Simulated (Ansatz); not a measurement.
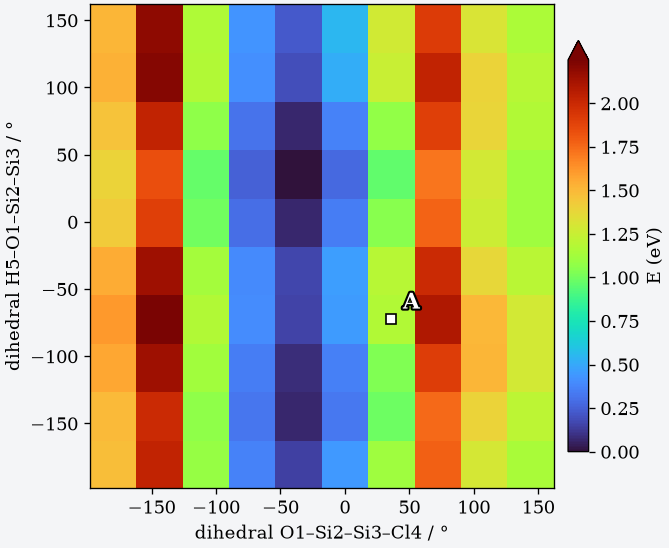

ClH₃OSi₂, SMILES O[SiH]=[SiH]Cl. 
- The first coordinate is: dihedral O1–Si2–Si3–Cl4; the second: dihedral H5–O1–Si2–Si3.
- Nothing is relaxed (all other coordinates rigid).
- Grid: 10 × 10 points.
- Points are written as (first, second).
- All energies are given in eV relative to the lowest grid point.
- Energies and slopes of some neighbouring points disagree (a jump in structure or state, or too coarse a mesh).
- These are results of Ansatz, RHF/def2-TZVP, not measurements.

In the figure: one coloured cell a grid point, one colour for all values above the top of the scale, the point A.

> Which way does the force act at A, and how strong is it?

A, at (36°, −72°), is not a stationary point. The computed force is 0.024 eV for each degree towards smaller values of dihedral O1–Si2–Si3–Cl4 and 0.0031 eV for each degree towards smaller values of dihedral H5–O1–Si2–Si3.
